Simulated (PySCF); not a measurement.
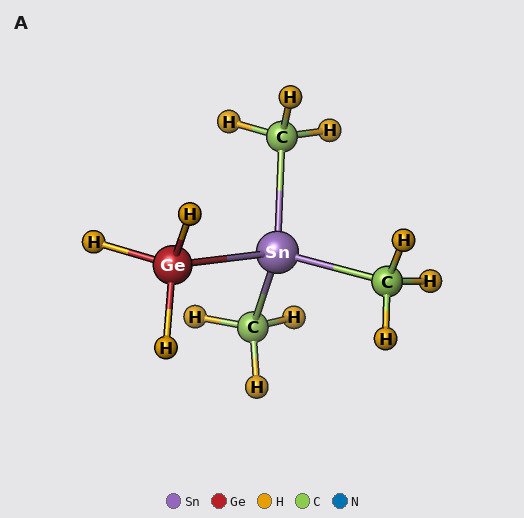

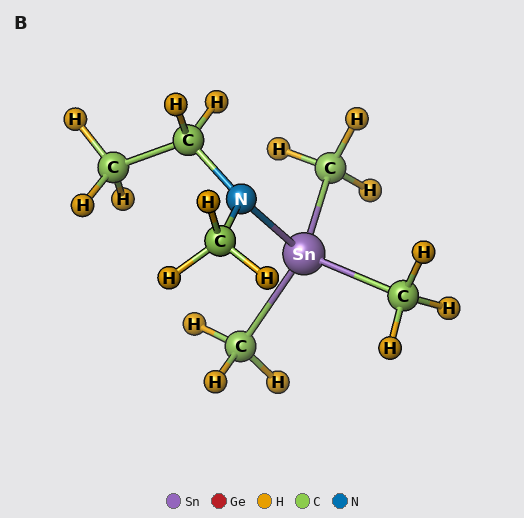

Two related species, optimised with PBE0-D3(BJ)/def2-SVP; properties computed with PySCF 2.14.0. Both: charge 0, singlet.

### Identify both.

A is Sn(GeH3)Me3, B is Sn(NMeEt)Me3.

Compare them. With B3LYP/def2-SVPD, core potentials on Sn: dipole moment (D), HOMO–LUMO gap (eV), HOMO energy (Kohn–Sham orbital) (eV), lowest vertical singlet excitation (eV), mean static polarisability (bohr³). With PBE0-D3(BJ)/def2-SVP: mean Sn–C length (Å).

| quantity | A | B |
| --- | --- | --- |
| dipole moment (D) | 1.08 | 0.80 |
| HOMO–LUMO gap (eV) | 6.80 | 5.25 |
| HOMO energy (Kohn–Sham orbital) (eV) | −7.08 | −5.40 |
| lowest vertical singlet excitation (eV) | 6.10 | 4.53 |
| mean static polarisability (bohr³) | 119.0 | 125.5 |
| mean Sn–C length (Å) | 2.159 | 2.153 |

Each is one conformer, and no frequency run is at hand to confirm it as a minimum.
